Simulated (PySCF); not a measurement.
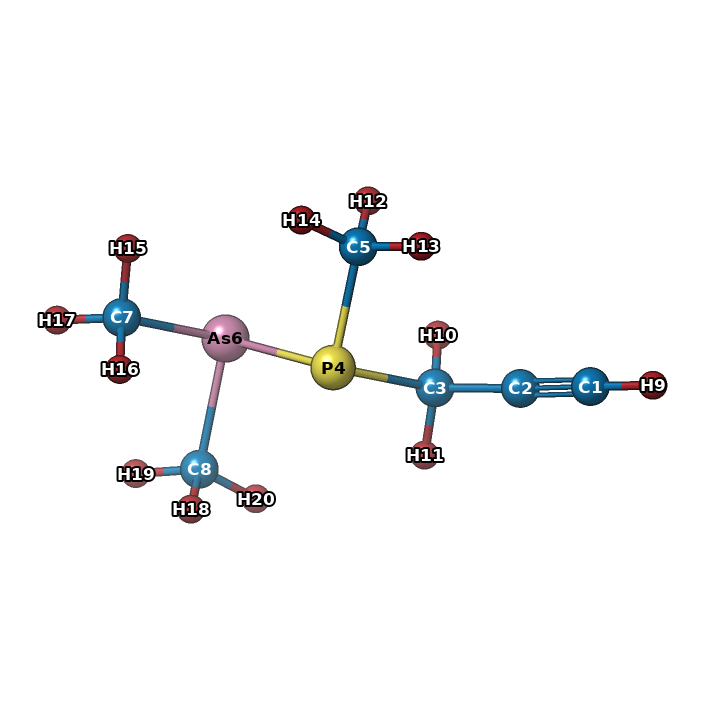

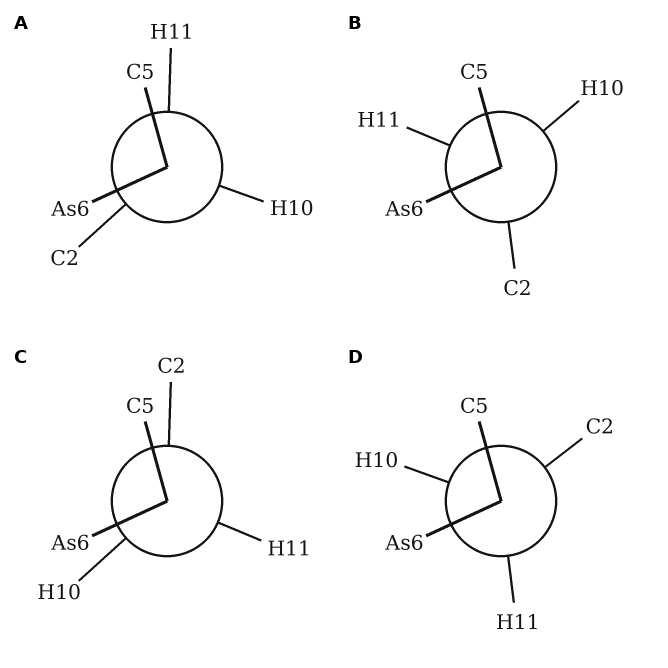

Atoms fade into the background with distance from the viewer. Bonds that would overlap in a projection are set slightly apart. The geometry was computed by an optimisation with PBE0-D3(BJ)/def2-SVP. No frequency run is at hand to confirm it as a minimum.

> Which Newman projection shows the view along P4–C3, with P4 in front?

D. The torsion angle As6–P4–C3–C2 is 167°, antiperiplanar (anti).
